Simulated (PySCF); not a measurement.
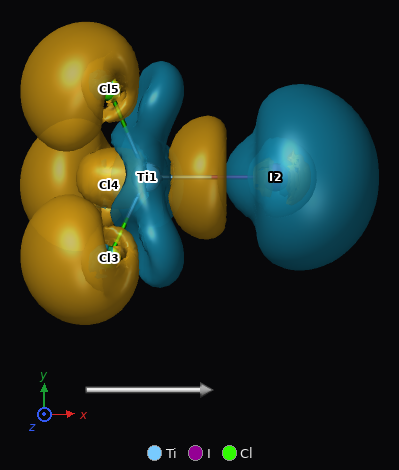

Figure. Cl₃ITi. Change of the electron density in a uniform field of 0.41 V/Å along +x (arrow), surfaces at ±0.002 e/Å³ (yellow: gain, teal: loss).

Level of theory: r2SCAN/def2-SVPD (PySCF), at a geometry from GFN2-xTB. Core potentials replace the inner electrons of I; spin–orbit coupling isn't included. This is a single-reference result, which may miss multireference character in this system. No frequency check shows the geometry to be a minimum. GFN2-xTB bond lengths at metals and heavier atoms can be off by up to 0.1 Å and shapes distorted, which carries into these values.

> How large is the response?

The induced dipole is 2.90 D (along the field); α along this axis, from the fields in both directions, is 142 bohr³ (21.0 Å³).

> Which atoms gain and lose the most charge?

Electrons gather most on Cl3, Cl4 and Cl5 alike (Hirshfeld charge changes by −0.031 e) and leave I2 most (+0.107 e); 0.175 electrons are displaced in all.
